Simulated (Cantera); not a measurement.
Feed: 1 mol Si3N4, 0.042 mol C, 0.013 mol H2, at 3.90 mbar.

Cantera equilibrium calculation (NASA polynomials, part measured and part estimated; ideal gas, pure solids and liquids). Candidate condensed phases: C, C6H6, C7H8, C8H18, Si, SiC, Si3N4; 105 gas species. Mutual solubility and eutectic melting of coexisting phases are not modelled. The tables' values for SiN are old estimates; treat these amounts as uncertain. Kinetics and transport are ignored.

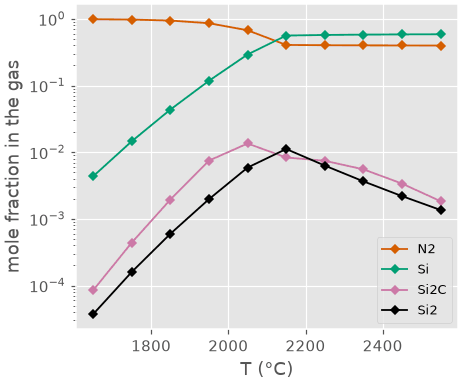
Fig. 1. Equilibrium gas composition (values under 1e-9 drawn at 1e-9)

Problem. Read off the mole fractions at 1850 °C.

Solution. N2 about 0.94, Si about 0.044, Si2C about 0.0019, Si2 about 0.00060.
